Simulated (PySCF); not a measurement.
SMILES [SiH3][SiH2][Ge]([Cl])([Cl])[Cl] at its CAM-B3LYP/def2-SVP optimised geometry (Å):

```
11

Si     2.0698     1.0103    -1.8086
Si     1.3533    -0.3009     0.0000
Ge    -1.0280    -0.3009     0.0000
Cl    -1.7748     1.7222     0.0000
Cl    -1.9205    -1.3092     1.6786
Cl    -1.7873    -1.2382    -1.7865
H      1.4852     0.4584    -3.0590
H      1.6071     2.4076    -1.6039
H      3.5554     0.9739    -1.8848
H      1.7748    -1.7222    -0.1165
H      1.7785     0.2519     1.3135
```

Level of theory: CAM-B3LYP/def2-TZVP run with PySCF. Cells within 0.4 Å of a nucleus heavier than hydrogen are left out (blank, or x).

Map of the deformation density (molecule minus spherical neutral atoms) (e/bohr³) on the plane z = 0.0 Å:

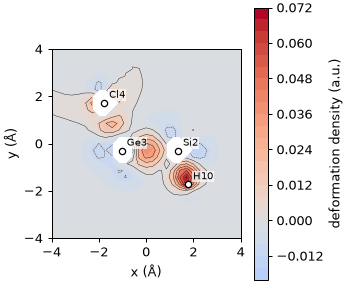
Deformation density (molecule minus spherical neutral atoms) (e/bohr³) on the plane z = 0.0 Å.
